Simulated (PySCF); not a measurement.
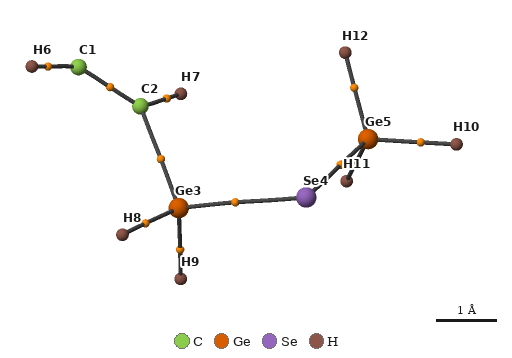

C2H7Ge2Se, doublet, SMILES `[CH]=[CH][GeH2][Se][GeH3]`. Molecular graph of the electron density (QTAIM): bond paths, bond critical points (orange), ring points (yellow, if any); weak paths are dashed.

Level of theory: B3LYP/def2-TZVP (PySCF), at a geometry from GFN2-xTB. No frequency check shows the geometry to be a minimum. The stability of the open-shell solution wasn't checked. GFN2-xTB bond lengths at metals and heavier atoms can be off by up to 0.1 Å and shapes distorted, which carries into these values. GFN2-xTB doesn't know the spin state, so this open-shell geometry is rough.

Geometry (Å), atoms numbered from 1:

```
C1       3.0815   -1.6632    0.8694
C2       2.0486   -1.4425    0.1699
Ge3      1.4354    0.4525   -0.4257
Se4     -0.6919    1.1142    0.3806
Ge5     -1.7559   -0.8900   -0.1253
H6       3.8690   -1.1432    1.3623
H7       1.3604   -2.1781   -0.2215
H8       2.3944    1.5672   -0.0093
H9       1.4037    0.5180   -1.9638
H10     -3.2339   -0.6569   -0.0549
H11     -1.4027   -1.3768   -1.5071
H12     -1.3906   -1.9793    0.8480
```

Question: How many critical points of each kind are there, and does the count close?

Answer: 12 nuclei, 11 bond, 0 ring and 0 cage critical points: 12 − 11 + 0 − 0 = 1, as the Poincaré–Hopf relation requires.

Question: Tabulate density, Laplacian, ellipticity and energy density at the bond critical points (atomic units).

Answer:
```json
{"bond": "C1–C2", "length (Å)": "1.267", "ρ (a.u.)": "0.391", "∇²ρ (a.u.)": "−1.26", "ε": "0.26", "H (a.u.)": "−0.516"}
{"bond": "C1–H6", "length (Å)": "1.065", "ρ (a.u.)": "0.293", "∇²ρ (a.u.)": "−1.08", "ε": "0.01", "H (a.u.)": "−0.310"}
{"bond": "C2–H7", "length (Å)": "1.081", "ρ (a.u.)": "0.283", "∇²ρ (a.u.)": "−1.00", "ε": "0.00", "H (a.u.)": "−0.290"}
{"bond": "Ge5–H10", "length (Å)": "1.498", "ρ (a.u.)": "0.143", "∇²ρ (a.u.)": "+0.08", "ε": "0.01", "H (a.u.)": "−0.085"}
{"bond": "Ge5–H12", "length (Å)": "1.506", "ρ (a.u.)": "0.141", "∇²ρ (a.u.)": "+0.08", "ε": "0.01", "H (a.u.)": "−0.083"}
{"bond": "Ge5–H11", "length (Å)": "1.507", "ρ (a.u.)": "0.140", "∇²ρ (a.u.)": "+0.08", "ε": "0.01", "H (a.u.)": "−0.083"}
{"bond": "Ge3–H8", "length (Å)": "1.528", "ρ (a.u.)": "0.136", "∇²ρ (a.u.)": "+0.06", "ε": "0.01", "H (a.u.)": "−0.079"}
{"bond": "Ge3–H9", "length (Å)": "1.540", "ρ (a.u.)": "0.133", "∇²ρ (a.u.)": "+0.05", "ε": "0.01", "H (a.u.)": "−0.076"}
{"bond": "C2–Ge3", "length (Å)": "2.079", "ρ (a.u.)": "0.102", "∇²ρ (a.u.)": "+0.01", "ε": "0.03", "H (a.u.)": "−0.046"}
{"bond": "Se4–Ge5", "length (Å)": "2.325", "ρ (a.u.)": "0.095", "∇²ρ (a.u.)": "−0.01", "ε": "0.06", "H (a.u.)": "−0.046"}
{"bond": "Ge3–Se4", "length (Å)": "2.369", "ρ (a.u.)": "0.089", "∇²ρ (a.u.)": "−0.02", "ε": "0.06", "H (a.u.)": "−0.041"}
```

Question: What kind of interaction is Se4–Ge5?

Answer: Shared-shell (covalent): ρ = 0.095, ∇²ρ = −0.01, H = −0.046 a.u.
